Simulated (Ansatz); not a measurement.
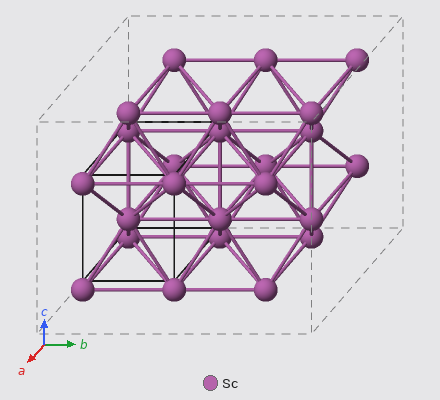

The structure, seen along [211]; the drawing may span several cells.

Given this structure, the input geometry of an electronic-structure calculation (not necessarily at equilibrium), written in its standard cell:

```
CELL_PARAMETERS angstrom
3.32888 0.00000 0.00000
-1.66444 2.88290 0.00000
0.00000 0.00000 5.18682
ATOMIC_POSITIONS crystal
Sc 0.33333 0.66667 0.75000
Sc 0.66667 0.33333 0.25000
```

Question: What does the kinematic electron diffraction pattern along [211] look like at 80 kV (B = 0.3 Å²)?

Answer: The spots form a centred rectangular net with both shortest vectors at d = 2.52 Å, 81.6° apart. They are 0 1 -1 and -1 1 1. The pattern has symmetry 2mm. A glide plane extinguishes reflections such as 1 1 -3, 2 -1 -3; reflections such as 0 3 -3, 3 -3 -3 are allowed by the space group but vanish because the atoms sit on special positions.

Strongest reflections with d > 0.80 Å, one of each family (|F|² from tabulated Gaussian fits of the electron scattering factors, times a small damping for the curvature of the Ewald sphere):

```json
{"hkl": "1 -1 -1", "d (Å)": "2.520", "I (strongest = 100)": "100"}
{"hkl": "1 -2 0", "d (Å)": "1.664", "I (strongest = 100)": "53"}
{"hkl": "1 0 -2", "d (Å)": "1.928", "I (strongest = 100)": "19"}
{"hkl": "2 -3 -1", "d (Å)": "1.066", "I (strongest = 100)": "12"}
{"hkl": "2 -2 -2", "d (Å)": "1.260", "I (strongest = 100)": "7"}
{"hkl": "2 -4 0", "d (Å)": "0.832", "I (strongest = 100)": "6"}
```

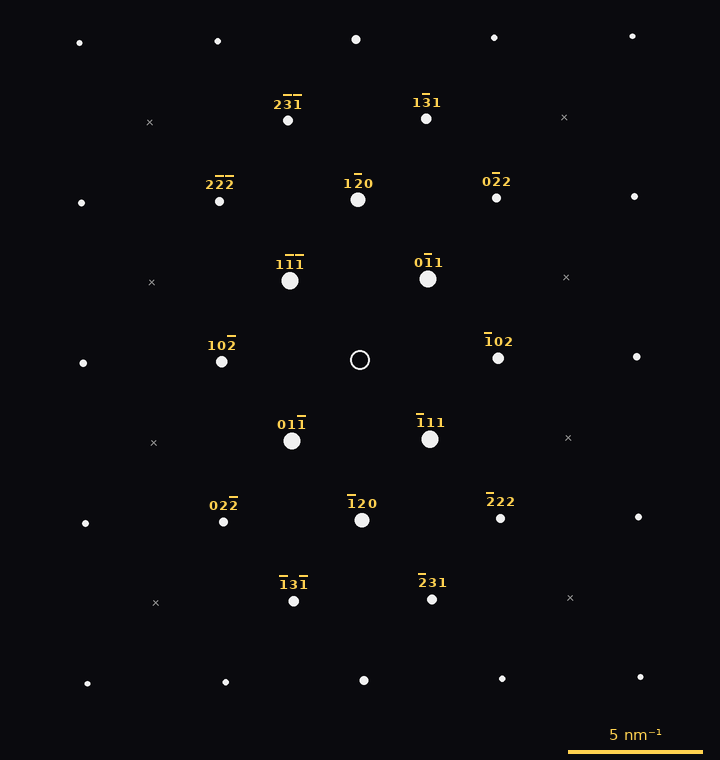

Calculated pattern, seen from the source side with [211] pointing towards the source; crosses mark the places of extinct reflections.
